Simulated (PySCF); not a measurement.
C₅H₈GaNO₂, singlet at its GFN2-xTB optimised geometry (Å):

```
17

Ga    -0.8154    -2.5933     0.0000
H     -1.5418    -2.9636     1.2885
O      0.9283    -2.5933     0.0000
H      1.5418    -3.3098    -0.1265
O     -1.5157    -3.0107    -1.5472
H     -2.3574    -3.3848    -1.7821
C     -0.7798     2.2323    -0.0879
C     -0.3213     1.4649    -1.1478
C     -0.4233     0.0877    -1.0587
N     -0.9428    -0.5125     0.0000
C     -1.3810     0.2103     1.0181
C     -1.3214     1.5927     1.0173
H     -0.7146     3.3098    -0.1200
H      0.1089     1.9249    -2.0235
H     -0.0858    -0.5811    -1.8420
H     -1.7863    -0.3519     1.8510
H     -1.6863     2.1548     1.8626
```

Calculation: PBE0/def2-SVP run with PySCF. Cells within 0.4 Å of a nucleus heavier than hydrogen are left out (blank, or x).

Map of the Laplacian of the electron density (e/bohr⁵), clipped to [-1.50, 1.50] on the plane z = 0.0 Å:

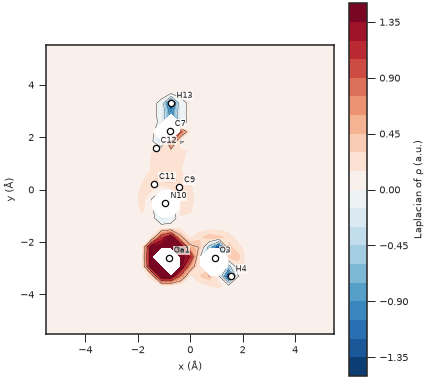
Fig. 1. Laplacian of the electron density (e/bohr⁵), clipped to [-1.50, 1.50] on the plane z = 0.0 Å.
